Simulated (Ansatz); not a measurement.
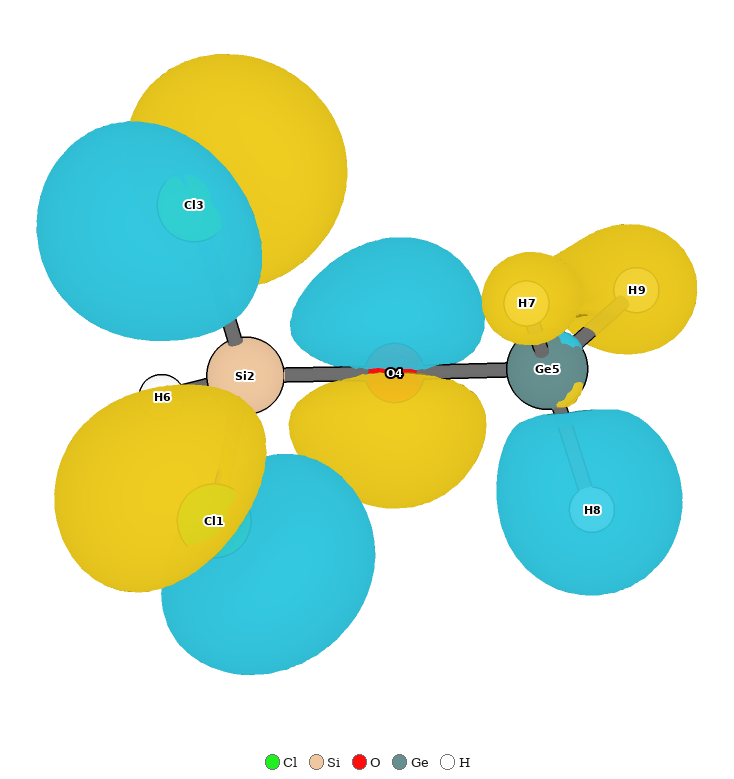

Cl$_{2}$GeH$_{4}$OSi (SMILES Cl[SiH](Cl)[O][GeH3]). The HOMO at ±0.06 Å⁻³ᐟ² (yellow and cyan are the two phases), seen across its widest extent.

Geometry: PBE0-D4/def2-TZVP.

Method: RKS PBE0-D4/def2-TZVPP (Ansatz 0.2.0).

```xyz
9

Cl   -1.7005   -1.2436    1.5143
Si   -0.6951    0.5205    1.2476
Cl    0.9154    0.5043    2.5080
O    -0.2234    0.6721   -0.2774
Ge    0.6783   -0.3534   -1.4385
H    -1.5777    1.6343    1.6194
H     1.6064   -1.2772   -0.6400
H    -0.3680   -1.1385   -2.2367
H     1.4532    0.6351   -2.3136
```

Describe this orbital and give its energy.

It lies mainly on Cl3 (about 35 %), Cl1 (about 30 %) and O4 (about 20 %); largely a combination of lone pairs on Cl3, Cl1 and O4. Its energy is −8.98 eV.
